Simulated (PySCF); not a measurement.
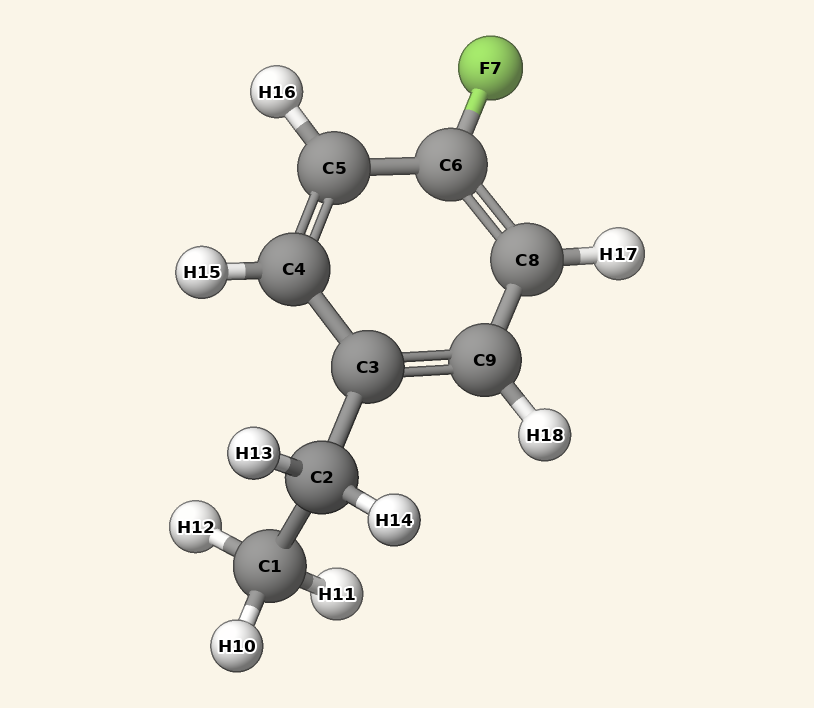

The computed structure is the end point of a PBE0-D3(BJ)/def2-SVP optimisation. No frequency run is at hand to confirm it as a minimum. Level of theory: delta-SCF UKS SCAN, pcX-2 on the ionised atom, pcseg-1 elsewhere, spin-free X2C (PySCF 2.14.0).

Give the core-electron binding energies (to vacuum) of C1 1s, C2 1s, C3 1s, C4 1s, C5 1s, C6 1s, F7 1s.

| atom | level | binding energy (eV) |
| --- | --- | --- |
| C1 | 1s | 290.6 |
| C2 | 1s | 290.7 |
| C3 | 1s | 290.3 |
| C4 | 1s | 290.3 |
| C5 | 1s | 290.4 |
| C6 | 1s | 292.4 |
| F7 | 1s | 692.8 |
